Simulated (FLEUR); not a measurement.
Band structure of HfRu3 (P6_3/mmc, 8 atoms in the cell).

```xyz
8
Lattice="5.6645 0.0000 0.0000 -2.8323 4.9056 0.0000 0.0000 0.0000 4.4593" Properties=species:S:1:pos:R:3 pbc="T T T"
Hf     2.8323     1.6352     1.1148
Hf     0.0000     3.2704     3.3445
Ru     1.3986     0.8075     3.3445
Ru     1.4337     4.0981     1.1148
Ru     0.0000     1.6149     1.1148
Ru     2.8323     3.2907     3.3445
Ru     4.2659     0.8075     3.3445
Ru    -1.4337     4.0981     1.1148
```

Method of the run: PBEsol, all-electron FLAPW (FLEUR), scalar-relativistic valence.

Settings: Kmax = 4.1 1/bohr; GmaxXC = 16.4 1/bohr; xcFunctional = PBEs; jspins = 1; l_soc = F; mode = hist; fermiSmearingEnergy = 0.00367493 Htr; mesh (inpgen div1-3) = 4 4 5; inpgen gamma flag = true; Gmax = 16.4 1/bohr; numbands = 0; maxIterBroyd = 99; imix = Anderson; alpha = 0.05.

The starting cell comes from a database of computed structures (which also holds hypothetical and non-ambient phases and stackings), without a prior relaxation at this level. Spin-orbit coupling is off. Spin polarisation is off. Values depend on the basis (sphere radii, cutoffs, local orbitals), which need not be converged.

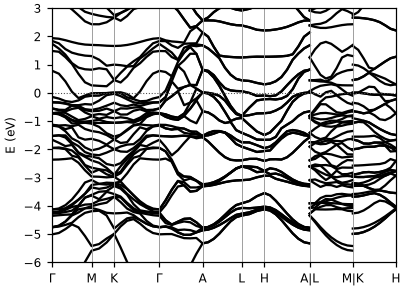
Bands along the path, energies from the Fermi level.

Levels in eV from the Fermi level, bands 66 to 73:
| point | 66 | 67 | 68 | 69 | 70 | 71 | 72 | 73 |
|---|---|---|---|---|---|---|---|---|
| Γ | -0.55 | -0.33 | -0.33 | -0.14 | 0.78 | 1.49 | 1.74 | 1.84 |
| M | -0.65 | -0.60 | -0.41 | -0.10 | -0.01 | 0.27 | 0.82 | 1.31 |
| K | -0.64 | -0.34 | -0.03 | 0.01 | 0.01 | 0.46 | 0.46 | 1.00 |
| A | 0.02 | 0.82 | 0.82 | 0.82 | 0.82 | 1.69 | 1.69 | 2.14 |
| L | -0.82 | -0.81 | -0.81 | 0.06 | 0.06 | 0.45 | 0.45 | 1.26 |
| H | -0.72 | -0.22 | -0.22 | -0.09 | -0.09 | 0.30 | 0.30 | 1.28 |
